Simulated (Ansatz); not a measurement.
# SiNH3 (SMILES [N][SiH3]) at FCI/STO-3G

What is the vertical triplet–singlet gap of SiNH3 at FCI/STO-3G? 

The calculation is run with Ansatz 0.2.0.

51 further runs of the same task are left out: 5 that didn't finish, 46 set aside as unsound or not needed.

**1. The system as given**

The species is SiNH3 (5 atoms), meant as a triplet with charge 0. SMILES: `[N][SiH3]`. Geometry: relaxed at GFN2-xTB.

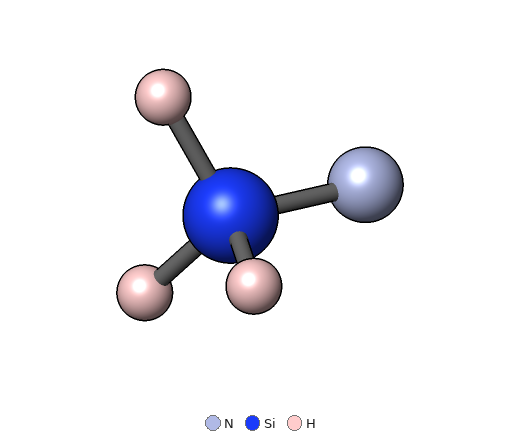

Viewed from a chosen angle; nitrogen light blue, silicon blue, hydrogen pink.

**2. The energy at FCI/STO-3G**

The input, in.yaml:

```yaml
crystal:
  periodic: [false, false, false]
  atoms:
    - {symbol: "N", position_ang: [-1.536630, 0.334330, 0.479510]}
    - {symbol: Si, position_ang: [0.010240, -0.002340, -0.003820]}
    - {symbol: H, position_ang: [0.064950, -0.313200, -1.445390]}
    - {symbol: H, position_ang: [0.555100, -1.162980, 0.727210]}
    - {symbol: H, position_ang: [0.906340, 1.144190, 0.242490]}
basis:
  gaussian: {orbitals: STO-3G}
magnetization: {spin_polarized: true, initial_magnetization: 2}
correlation: {method: fci, frozen_orbitals: {H: 0, "N": 1, Si: 5}}
accuracy: high
```

Launch:

```bash
$ ansatz run in.yaml --threads 1 --pin off --max-ram 2610MiB --events-out events.jsonl --progress --plain --runs-dir runs
```

Output:

```text
Warning: RAYON_NUM_THREADS=1 ignored (pool sized by the plan → 1); use --threads N
Functional definition: HF
  name "HF"
  exchange = exact_x
  correlation = 0
291 factors; integrals over basis functions are off by at most 1.1e-8 eV
mean field evaluation 1: about -9278.5865 eV, gradient 1.1e1 eV
mean field evaluation 2: about -9278.5981 eV, gradient 1.1e1 eV
mean field evaluation 4: about -9279.9840 eV, gradient 8.6e-1 eV
mean field evaluation 8: about -9279.9950 eV, gradient 2.0e-6 eV
mean field -9279.99503380 eV, -341.0335272857 hartree, gradient 7.0e-8 eV, S^2 2.013992; 0 other end points of the search recorded, 0 dependent functions left out
6 core orbitals not correlated: weight in the atoms' cores, before any rotation towards them, 1.000 or more for the frozen orbitals, at most 0.000 for the correlated occupied ones
reference -9279.88468582 eV, -341.0294720723 hartree; 7, 5 occupied and 4, 6 virtual orbitals, 291 factors
state -9282.03651632 eV, -341.1085503844 hartree
Total energy: -9282.03651632 eV, -341.1085503844 hartree
```

It took 1.1 s on 1 thread of Arm Neoverse V1, shared host.

**3. The singlet at the same level**

The input, run.yaml:

```yaml
crystal:
  periodic: [false, false, false]
  atoms:
    - {symbol: N, position_ang: [-1.536630, 0.334330, 0.479510]}
    - {symbol: Si, position_ang: [0.010240, -0.002340, -0.003820]}
    - {symbol: H, position_ang: [0.064950, -0.313200, -1.445390]}
    - {symbol: H, position_ang: [0.555100, -1.162980, 0.727210]}
    - {symbol: H, position_ang: [0.906340, 1.144190, 0.242490]}
basis:
  gaussian:
    orbitals: STO-3G
correlation:
  method: fci
  frozen_orbitals: {H: 0, "N": 1, Si: 5}
accuracy: high
```

Launch:

```bash
$ ansatz run run.yaml --threads 1 --pin off --max-ram 2610MiB --events-out events.jsonl --progress --plain --runs-dir runs
```

Output (excerpt; [...] marks lines left out):

```text
Warning: RAYON_NUM_THREADS=1 ignored (pool sized by the plan → 1); use --threads N
Functional definition: HF
  name "HF"
[...]
291 factors; integrals over basis functions are off by at most 1.1e-8 eV
[...]
mean field -9276.76152958 eV, -340.9146981974 hartree, gradient 2.4e-8 eV, S^2 0.000000; 4 other end points of the search recorded, 0 dependent functions left out; unrestricted orbitals would lower it
[...]
unrestricted determinant -9278.84471227 eV, -340.9912537491 hartree, S^2 1.0021
6 core orbitals not correlated: weight in the atoms' cores, before any rotation towards them, 1.000 or more for the frozen orbitals, at most 0.000 for the correlated occupied ones
reference -9276.76152958 eV, -340.9146981974 hartree; 6, 6 occupied and 5, 5 virtual orbitals, 291 factors
state -9279.86039564 eV, -341.0285794244 hartree
Total energy: -9279.86039564 eV, -341.0285794244 hartree
```

It took 2 s on 1 thread of Arm Neoverse V1, shared host.

**4. Results**

Level: FCI/STO-3G, 6 core orbitals frozen.

```
                                            quantity          value
                               triplet: total energy  -341.10855 Eh
triplet: correlation energy (6 core orbitals frozen)      -79.1 mEh
                               singlet: total energy  -341.02858 Eh
singlet: correlation energy (6 core orbitals frozen)     -113.9 mEh
    vertical energy of the singlet above the triplet       2.176 eV
```

In words: At this shape the singlet lies 2.18 eV (210 kJ/mol) above the triplet. In a minimal basis such a difference can be off by several eV, whatever the method. The restricted solution (singlet) is unstable to spin breaking: an unrestricted one lies lower.
